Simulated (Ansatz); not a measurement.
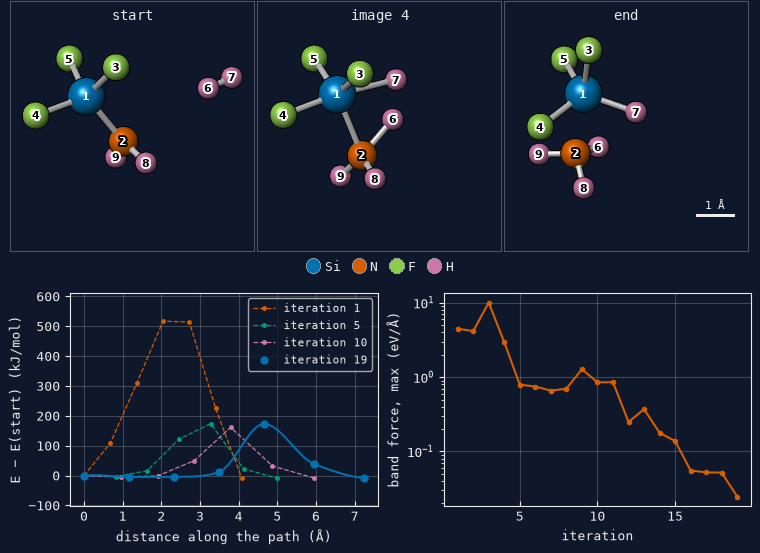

A search for the minimum-energy path of SiNH4F3, made up of SiNH₂F₃ and H₂ by the nudged elastic band. Images are numbered from 0 (start) to 6 (end). The plot follows the band through its iterations. Style: ball-and-stick. Shown at a tilt.

The calculation used RKS PBE0-D4/def2-SVP (Ansatz).

Input file:
```yaml
crystal:
  periodic: [false, false, false]
  atoms:
    - {symbol: Si, position_ang: [-0.703427, 0.092825, -1.017082]}
    - {symbol: N, position_ang: [0.548773, 0.712476, -0.094938]}
    - {symbol: F, position_ang: [-0.347375, -1.372893, -1.465852]}
    - {symbol: F, position_ang: [-1.037825, 0.880154, -2.343236]}
    - {symbol: F, position_ang: [-2.029193, 0.096541, -0.169248]}
    - {symbol: H, position_ang: [0.754932, -1.038443, 2.154143]}
    - {symbol: H, position_ang: [0.878720, -1.441650, 2.771100]}
    - {symbol: H, position_ang: [1.512668, 0.559715, -0.337793]}
    - {symbol: H, position_ang: [0.422627, 1.511274, 0.502906]}
basis:
  gaussian: {orbitals: def2-SVP}
hamiltonian: {xc: pbe0, dispersion: d4}
neb:
  images: 5
  climbing: true
  max_iterations: 40
  initial_path: idpp
  final_atoms:
    - {symbol: Si, position_ang: [-0.561134, -0.745419, -0.359001]}
    - {symbol: N, position_ang: [0.714416, 0.858324, 0.455281]}
    - {symbol: F, position_ang: [-1.497765, -1.906330, -0.957143]}
    - {symbol: F, position_ang: [-0.234629, 0.023957, -1.722534]}
    - {symbol: F, position_ang: [-1.641718, -0.022801, 0.572566]}
    - {symbol: H, position_ang: [0.789563, 0.796462, 1.464606]}
    - {symbol: H, position_ang: [0.473658, -1.589703, 0.258575]}
    - {symbol: H, position_ang: [1.648326, 0.825786, 0.061597]}
    - {symbol: H, position_ang: [0.309184, 1.759723, 0.226054]}
```

Launched with:
```bash
ansatz run in.yaml --threads 4 --pin off --events-out ev --progress --plain --max-ram 9574MiB
```

Q: Did the band converge, and can the barrier be trusted?

A: The run is converged, with reservations. The band converged in 19 iterations. The largest component of the band force went from 4.5 to 0.025 eV/Å. The climbing image converged on the top of the path. Its curvatures weren't checked. The largest force component is 1.00 eV/Å at the start and 0.83 eV/Å at the end; an end with forces this large is no minimum, and the barrier measured from it can be far off. The first iteration put the highest image at 517.5 kJ/mol. The energy climbs by 173.0 kJ/mol to image 4 and then falls by 181.3 kJ/mol, so the end point sits at −8.2 kJ/mol.

Limits of the set-up: the start holds two separate molecules, 2.9 Å apart at their closest, whose relative position is a soft coordinate.

Cost: 2.5 min on 4 threads of Intel Xeon Platinum 8259CL @ 2.50GHz, with other jobs on the host.
